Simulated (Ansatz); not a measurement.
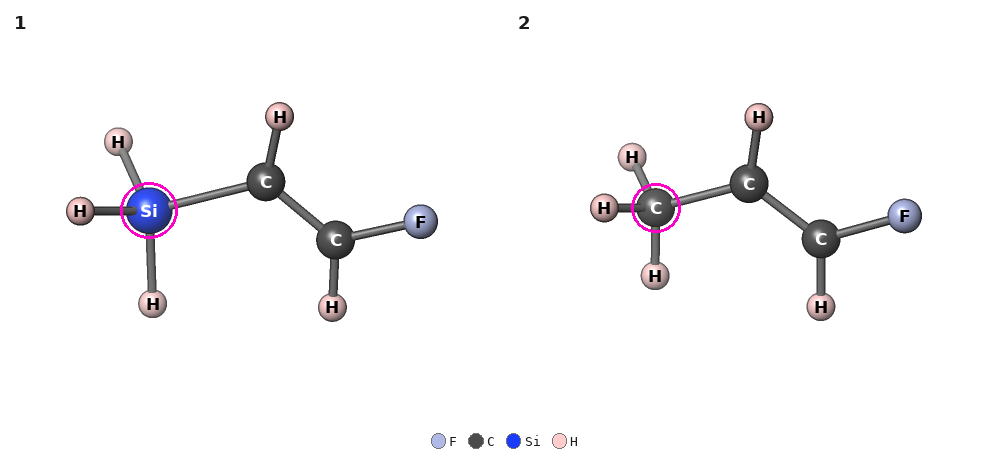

2 molecules with one skeleton, seen from the same side and at one scale; the atom that differs is circled. Charge 0, singlet. Computed geometries: PBE0-D4/def2-TZVP optimisations, one conformation each. Properties computed with Ansatz 0.2.0.

One atom differs, called X below: Si in panel 1, C in panel 2. Their formulas are C2H5FSi (`F/C=C/[SiH3]`), C3H5F (`C/C=C/F`).

In which is the HOMO energy (Kohn–Sham orbital) higher (ωB97M-V/def2-SVP)?

In panel 2 (X = C).

In which is the mean length of X–H larger (PBE0-D4/def2-TZVP)?

In panel 1 (X = Si).

Give the values. With PBE0-D4/def2-TZVP: length of X–C (Å), mean length of X–H (Å), mean angle C–X–H (°). With ωB97M-V/def2-SVP: HOMO energy (Kohn–Sham orbital) (eV), HOMO–LUMO gap (eV). With r2SCAN-D4/def2-TZVPP: dipole moment (D).

| quantity | 1 (Si) | 2 (C) | 2 − 1 |
| --- | --- | --- | --- |
| length of X–C (Å) | 1.852 | 1.489 | −0.363 |
| mean length of X–H (Å) | 1.487 | 1.093 | −0.394 |
| mean angle C–X–H (°) | 110.1 | 111.3 | +1.2 |
| HOMO energy (Kohn–Sham orbital) (eV) | −9.99 | −9.38 | +0.61 |
| HOMO–LUMO gap (eV) | 12.08 | 12.44 | +0.36 |
| dipole moment (D) | 0.53 | 1.64 | +1.11 |
